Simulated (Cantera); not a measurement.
Charge: 1 mol SiC, a varied amount of H₂O, 3.5 mol N₂, at 2175 K and 1.00 bar.

These are equilibrium values from Cantera (NASA tables, ideal gas, pure condensed phases), not measurements of a reactor. Candidate condensed phases: C, C₆H₆, C₇H₈, C₈H₁₈, H₂O, Si, SiC, SiO₂, Si₂N₂O, Si₃N₄; 151 gas species. The tables' values for SiN are old estimates; treat these amounts as uncertain. The tables hold silica as quartz up to 1696 K and as liquid above; real silica turns to tridymite and cristobalite and melts near 1996 K. Gases not in the tables: Si(OH)₄, Si₂H₆ and higher silanes. Kinetics and transport are ignored.

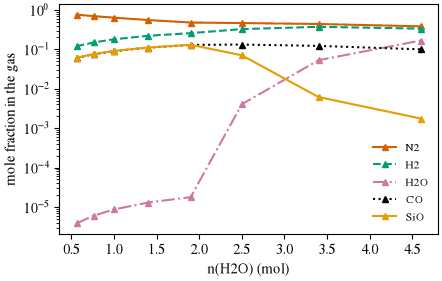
*Equilibrium gas composition (values under 1e-9 drawn at 1e-9)*

From 0.56 mol H₂O to 1.9 mol H₂O the condensed part is SiC(s). From 2.5 mol H₂O to 4.6 mol H₂O the condensed part is SiO₂(l). The share of Si in condensed phases is highest at 4.6 mol H₂O (98.4 %) and lowest at 1.9 mol H₂O (4.4 %).
